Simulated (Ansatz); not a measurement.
```yaml
atoms:
  - { symbol: Al, position_ang: [0.0167, -0.2883, 0.0904] }
  - { symbol: O, position_ang: [-0.0993, -0.0740, 1.7670] }
  - { symbol: H, position_ang: [-0.8883, -0.0032, 2.3058] }
  - { symbol: O, position_ang: [1.5901, -0.3290, -0.5375] }
  - { symbol: H, position_ang: [1.7750, -0.4501, -1.4717] }
  - { symbol: O, position_ang: [-1.2884, -0.4631, -0.9842] }
  - { symbol: H, position_ang: [-2.2251, -0.4723, -0.7790] }
```

These are results of RKS r2SCAN-D4/def2-SVP (Ansatz), not measurements.

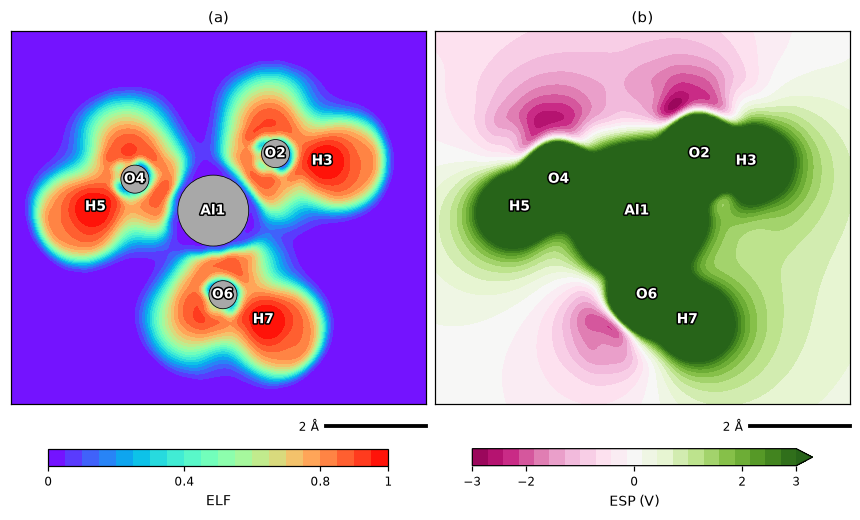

AlH₃O₃. (a) ELF; (b) molecular electrostatic potential on the molecular plane. Grey discs cover the atomic cores in the ELF map.

**Interpret the plot.**

The plane passes through Al, O and H nuclei.
Al–O (1.69 Å): the ELF peaks at about 0.85 in the valence shell of O, 0.6 Å from its nucleus, and is about 0.40 at the midpoint.
O–H (0.96 Å): the ELF climbs to about 1 towards the hydrogen, as it does in any bond to H (an ordinary covalent bond to hydrogen).
The ELF also peaks beside O6, O4 and O2, away from the bonds: lone-pair regions.
Outside the dense part of the molecule the potential is most negative (−2.9 V) near O2.
